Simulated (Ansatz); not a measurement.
**One shape, several levels: doublet SiNH4ClO+**

We compute a comparison of 6 runs (U-r2SCAN/6-31G*, UB2PLYP/6-31G*, UBLYP/6-31G*, UPBE/6-31G*, USVWN5/6-31G*, RPA@PBE/6-31G*) of doublet SiNH4ClO+. 

The calculation is run with Ansatz 0.2.0.

128 further runs of the same task are left out: 128 set aside as unsound or not needed.

**1. The structure to begin with**

SiNH4ClO+ has 8 atoms, charge +1, and is taken as a doublet. As SMILES of the parent species, `N[SiH](O)Cl`. Geometry: relaxed at PBE0-D4/def2-TZVP. This is one conformer, not always the lowest. That shape belongs to the parent species and isn't relaxed for this state.

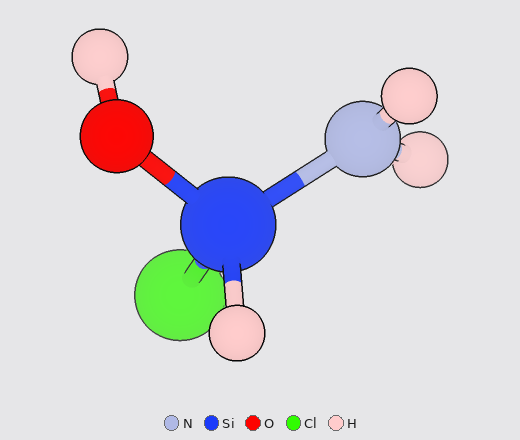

Viewed from a chosen angle; nitrogen light blue, silicon blue, oxygen red, chlorine green, hydrogen pink.

**2. A single-point energy at U-r2SCAN/6-31G(d) (spherical functions) (run 1)**

Contents of molecule.yaml:

```yaml
crystal:
  periodic: [false, false, false]
  atoms:
    - {symbol: N, position_ang: [-0.749800, 0.885600, -0.289000]}
    - {symbol: Si, position_ang: [0.524400, -0.226200, -0.115300]}
    - {symbol: O, position_ang: [0.551300, -0.861300, 1.386900]}
    - {symbol: Cl, position_ang: [0.173100, -1.641600, -1.566900]}
    - {symbol: H, position_ang: [-1.217200, 0.998000, -1.172700]}
    - {symbol: H, position_ang: [-0.806900, 1.712400, 0.283000]}
    - {symbol: H, position_ang: [1.896700, 0.277200, -0.308600]}
    - {symbol: H, position_ang: [-0.279500, -1.201200, 1.726700]}
basis:
  gaussian:
    orbitals: 6-31G_st_-spherical.json
total_charge: 1
hamiltonian:
  xc: r2scan
magnetization:
  spin_polarized: true
  initial_magnetization: 1
accuracy: high
output:
  orbitals: {seedname: orbitals}
```

The basis set 6-31G* is read from a file made from the Basis Set Exchange's data (not shown).

Started as:

```sh
$ ansatz run molecule.yaml --threads 1 --pin off --max-ram 3480MiB --events-out events.jsonl --progress --plain --runs-dir runs
```

What it wrote:

```text
Warning: RAYON_NUM_THREADS=1 ignored (pool sized by the plan → 1); use --threads N
Functional definition: r2SCAN
  name "r2SCAN"
  parameter k0 = 0.174
  parameter k1 = 0.065
  parameter a1 = 4.9479
  exchange = r2scan_x(k0 = k0, k1 = k1, a1 = a1)
  correlation = r2scan_c
1601 factors; integrals over basis functions are off by at most 3.7e-9 eV
mean field evaluation 1: about -23971.0322 eV, gradient 6.9e1 eV
mean field evaluation 2: about -23882.3450 eV, gradient 1.4e2 eV
mean field evaluation 4: about -23982.5414 eV, gradient 4.2e1 eV
mean field evaluation 8: about -23991.1468 eV, gradient 6.8e-1 eV
mean field evaluation 16: about -23991.1395 eV, gradient 2.9e-3 eV
mean field evaluation 32: about -23991.1395 eV, gradient 2.8e-8 eV
mean field evaluation 64: about -23990.8304 eV, gradient 4.2e0 eV
mean field -23991.13950978 eV, -881.6581152060 hartree, gradient 2.8e-8 eV, S^2 0.756604; 8 other end points of the search recorded, 0 dependent functions left out
reference -23991.13951166 eV, -881.6581152749 hartree; 25, 24 occupied and 47, 48 virtual orbitals, 1601 factors
Total energy: -23991.13951166 eV, -881.6581152749 hartree
```

Run time: 17 s. Hardware: 1 thread of Intel Xeon 6975P-C (Granite Rapids), shared host; peak memory 0.4 GiB.

**3. A single-point energy at UB2PLYP/6-31G(d) (spherical functions) (run 2)**

Contents of job.yaml:

```yaml
crystal:
  periodic: [false, false, false]
  atoms:
    - {symbol: "N", position_ang: [-0.749800, 0.885600, -0.289000]}
    - {symbol: Si, position_ang: [0.524400, -0.226200, -0.115300]}
    - {symbol: O, position_ang: [0.551300, -0.861300, 1.386900]}
    - {symbol: Cl, position_ang: [0.173100, -1.641600, -1.566900]}
    - {symbol: H, position_ang: [-1.217200, 0.998000, -1.172700]}
    - {symbol: H, position_ang: [-0.806900, 1.712400, 0.283000]}
    - {symbol: H, position_ang: [1.896700, 0.277200, -0.308600]}
    - {symbol: H, position_ang: [-0.279500, -1.201200, 1.726700]}
basis:
  gaussian:
    orbitals: 6-31G_st_-spherical.json
total_charge: 1
magnetization:
  spin_polarized: true
  initial_magnetization: 1
hamiltonian:
  xc: {name: B2PLYP}
correlation:
  frozen_orbitals: {Cl: 5, H: 0, "N": 1, O: 1, Si: 5}
accuracy: high
output:
  orbitals: {seedname: orbitals}
```

The basis set 6-31G* is read from a file made from the Basis Set Exchange's data (not shown).

Started as:

```sh
$ ansatz run job.yaml --threads 1 --pin off --max-ram 3480MiB --events-out events.jsonl --progress --plain --runs-dir runs
```

What it wrote, cut to the lines that bear on the results:

```text
Warning: RAYON_NUM_THREADS=1 ignored (pool sized by the plan → 1); use --threads N
Functional definition: B2PLYP
  name "B2PLYP"
[...]
1601 factors; integrals over basis functions are off by at most 3.7e-9 eV
[...]
mean field -23978.61093063 eV, -881.1976984143 hartree, gradient 3.5e-8 eV, S^2 0.757533; 2 other end points of the search recorded, 0 dependent functions left out
12 core orbitals not correlated: weight in the atoms' cores, before any rotation towards them, 1.000 or more for the frozen orbitals, at most 0.000 for the correlated occupied ones
reference -23978.61095410 eV, -881.1976992769 hartree; 13, 12 occupied and 47, 48 virtual orbitals, 1601 factors
second order -17.08788081 eV of doubles, -0.00000000 eV of singles
Total energy: -23983.22468192 eV, -881.3672506470 hartree
```

Wall time 9 s (1 thread of Intel Xeon 6975P-C (Granite Rapids), shared host); peak memory 0.46 GiB.

Run 3 isn't shown in full; the table further down has it.

**4. A single-point energy at UPBE/6-31G(d) (spherical functions) (run 4)**

Contents of input.yaml:

```yaml
crystal:
  periodic: [false, false, false]
  atoms:
    - {symbol: N, position_ang: [-0.749800, 0.885600, -0.289000]}
    - {symbol: Si, position_ang: [0.524400, -0.226200, -0.115300]}
    - {symbol: O, position_ang: [0.551300, -0.861300, 1.386900]}
    - {symbol: Cl, position_ang: [0.173100, -1.641600, -1.566900]}
    - {symbol: H, position_ang: [-1.217200, 0.998000, -1.172700]}
    - {symbol: H, position_ang: [-0.806900, 1.712400, 0.283000]}
    - {symbol: H, position_ang: [1.896700, 0.277200, -0.308600]}
    - {symbol: H, position_ang: [-0.279500, -1.201200, 1.726700]}
basis:
  gaussian:
    orbitals: 6-31G_st_-spherical.json
total_charge: 1
magnetization:
  spin_polarized: true
  initial_magnetization: 1
hamiltonian:
  xc: pbe
accuracy: high
output: {orbitals: {seedname: orbitals}}
```

The basis set 6-31G* is read from a file made from the Basis Set Exchange's data (not shown).

Started as:

```sh
$ ansatz run input.yaml --threads 1 --pin off --max-ram 3480MiB --events-out events.jsonl --progress --plain --runs-dir runs
```

What it wrote:

```text
Warning: RAYON_NUM_THREADS=1 ignored (pool sized by the plan → 1); use --threads N
Functional definition: PBE
  name "PBE"
  parameter kappa = 0.804
  parameter beta = 0.06672455060314922
  exchange = pbe_x(kappa = kappa, mu = beta*pi^2/3)
  correlation = pbe_c(beta = beta)
1601 factors; integrals over basis functions are off by at most 3.7e-9 eV
mean field evaluation 1: about -23957.6985 eV, gradient 7.5e1 eV
mean field evaluation 2: about -23825.3824 eV, gradient 1.6e2 eV
mean field evaluation 4: about -23969.8327 eV, gradient 4.9e1 eV
mean field evaluation 8: about -23981.2497 eV, gradient 2.2e0 eV
mean field evaluation 16: about -23981.2748 eV, gradient 1.6e-2 eV
mean field evaluation 32: about -23978.1530 eV, gradient 1.8e1 eV
mean field evaluation 64: about -23981.2081 eV, gradient 2.8e0 eV
mean field -23981.27485103 eV, -881.2955956836 hartree, gradient 7.2e-8 eV, S^2 0.752759; 6 other end points of the search recorded, 0 dependent functions left out
reference -23981.27485417 eV, -881.2955957989 hartree; 25, 24 occupied and 47, 48 virtual orbitals, 1601 factors
Total energy: -23981.27485417 eV, -881.2955957989 hartree
```

Run time: 7.8 s. Hardware: 1 thread of Intel Xeon 6975P-C (Granite Rapids), shared host; peak memory 0.26 GiB.

Run 5 isn't shown in full; the table further down has it.

**5. A single-point energy at RPA@PBE/6-31G(d) (spherical functions) (run 6)**

Contents of run.yaml:

```yaml
crystal:
  periodic: [false, false, false]
  atoms:
    - {symbol: N, position_ang: [-0.749800, 0.885600, -0.289000]}
    - {symbol: Si, position_ang: [0.524400, -0.226200, -0.115300]}
    - {symbol: O, position_ang: [0.551300, -0.861300, 1.386900]}
    - {symbol: Cl, position_ang: [0.173100, -1.641600, -1.566900]}
    - {symbol: H, position_ang: [-1.217200, 0.998000, -1.172700]}
    - {symbol: H, position_ang: [-0.806900, 1.712400, 0.283000]}
    - {symbol: H, position_ang: [1.896700, 0.277200, -0.308600]}
    - {symbol: H, position_ang: [-0.279500, -1.201200, 1.726700]}
basis:
  gaussian:
    orbitals: 6-31G_st_-spherical.json
total_charge: 1
magnetization:
  spin_polarized: true
  initial_magnetization: 1
hamiltonian:
  xc: pbe
correlation:
  method: rpa
  frozen_orbitals: {Cl: 5, H: 0, "N": 1, O: 1, Si: 5}
accuracy: high
```

The basis set 6-31G* is read from a file made from the Basis Set Exchange's data (not shown).

Started as:

```sh
$ ansatz run run.yaml --threads 1 --pin off --max-ram 3480MiB --events-out events.jsonl --progress --plain --runs-dir runs
```

What it wrote, cut to the lines that bear on the results:

```text
Warning: RAYON_NUM_THREADS=1 ignored (pool sized by the plan → 1); use --threads N
[... 2 set-up lines as earlier in the session ...]
[...]
1601 factors; integrals over basis functions are off by at most 3.7e-9 eV
[...]
mean field -23981.27485103 eV, -881.2955956836 hartree, gradient 5.1e-8 eV, S^2 0.752759; 8 other end points of the search recorded, 0 dependent functions left out
12 core orbitals not correlated: weight in the atoms' cores, before any rotation towards them, 1.000 or more for the frozen orbitals, at most 0.000 for the correlated occupied ones
reference -23938.77446900 eV, -879.7337354517 hartree; 13, 12 occupied and 47, 48 virtual orbitals, 1601 factors
Total energy: -23963.03187880 eV, -880.6251788194 hartree
```

Wall time 14 s (1 thread of Intel Xeon 6975P-C (Granite Rapids), shared host); peak memory 0.3 GiB.

**6. All runs side by side**

```
run                                  level  frozen core orbitals  energy (Eh)  HOMO energy (eV)  LUMO energy (eV)   ⟨S²⟩  wall time
  1  U-r2SCAN/6-31G* (spherical functions)                     –  -881.658115            -13.48            -13.14  0.757       17 s
  2   UB2PLYP/6-31G* (spherical functions)                    12  -881.367251            -15.25            -10.88  0.758        9 s
  3     UBLYP/6-31G* (spherical functions)                     –  -881.741763            -13.13            -12.92  0.753      8.4 s
  4      UPBE/6-31G* (spherical functions)                     –  -881.295596            -13.29            -13.08  0.753      7.8 s
  5    USVWN5/6-31G* (spherical functions)                     –  -878.134718            -13.42            -13.28  0.752      4.5 s
  6   RPA@PBE/6-31G* (spherical functions)                    12  -880.625179                 –                 –  0.753       14 s
```

**7. What came out**

| quantity | value |
| --- | --- |
| run 6: total energy | -880.62518 Eh |
| run 6: RPA correlation energy (valence) | -891.4 mEh |
| run 6: ⟨S²⟩ of the reference determinant | 0.753 |

What this shows: Totals of different functionals can't be ranked against each other. All runs together took 61 s, the longest 17 s.
